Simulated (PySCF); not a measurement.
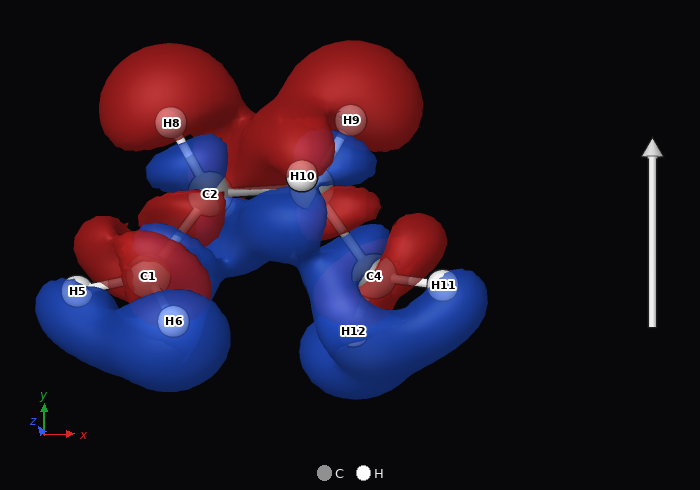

Figure 1: C$_{4}$H$_{8}$, triplet, SMILES `[CH2]CC[CH2]`. Change of the electron density in a uniform field of 0.10 V/Å along +y (arrow), surfaces at ±0.0005 e/Å³ (blue: gain, red: loss).

Level of theory: HF/6-31+G* (PySCF), at a geometry from GFN2-xTB. No frequency check shows the geometry to be a minimum. The basis has diffuse s and p functions alone, which still leaves polarisabilities too small, most of all across bonds. The stability of the open-shell solution wasn't checked. GFN2-xTB doesn't know the spin state, so this open-shell geometry is rough.

Geometry (Å), atoms numbered from 1:

```
C1      -1.5065   -0.5880    0.1780
C2      -0.7145    0.5688   -0.2738
C3       0.7111    0.5711    0.2772
C4       1.5082   -0.5810   -0.1777
H5      -2.5022   -0.7360   -0.1922
H6      -1.1010   -1.2940    0.8739
H7      -0.6795    0.5911   -1.3729
H8      -1.2175    1.5046    0.0179
H9       1.2069    1.5110   -0.0172
H10      0.6799    0.5926    1.3752
H11      2.4734   -0.7709    0.2493
H12      1.1504   -1.2242   -0.9561
```

The field was applied in both directions; the picture shows the one opposite to the script's first.

### How large is the response?

The induced dipole is 0.21 D (along the field); α along this axis, from the fields in both directions, is 41 bohr³ (6.1 Å³).
